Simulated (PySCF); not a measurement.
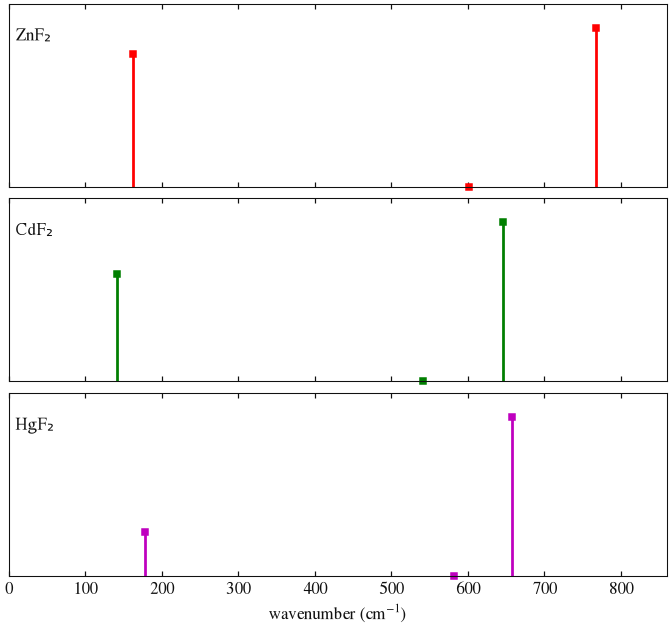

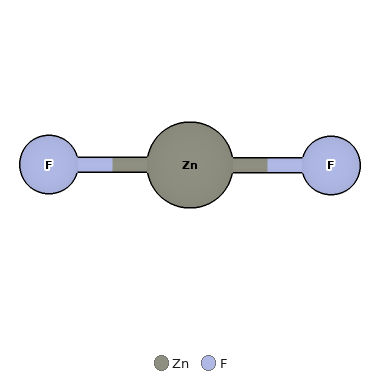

Harmonic infrared lines of ZnF₂, CdF₂ and HgF₂, all D∞h singlets, each the lowest point that its search found (ZnF₂ is drawn); the central atom changes down one group of the periodic table. PBE0/def2-TZVP (core potentials past Kr), PySCF 2.14.0, unscaled, no spin-orbit coupling; each panel is scaled to its strongest line, degenerate modes are one line with their intensities summed, and dots on the axis are modes too weak to show or inactive.

How do the bond length and the stretches change along the series?

Answer. Mean bond length: ZnF₂ 1.732, CdF₂ 1.922, HgF₂ 1.918 Å, not monotonic down the group. Highest σu+ mode: ZnF₂ 767, CdF₂ 646, HgF₂ 657 cm⁻¹, not monotonic down the group.

Give the modes by symmetry (cm⁻¹).

Answer.
```tsv
symmetry	ZnF₂	CdF₂	HgF₂
πu	162.8	141.1	178.7
σg+	601.8	541.3	581.8
σu+	767.3	645.6	657.1
```

Caveats, for all or some of the runs: closed-shell stability not tested; spin-orbit coupling is left out, and with Hg it can shift these values.
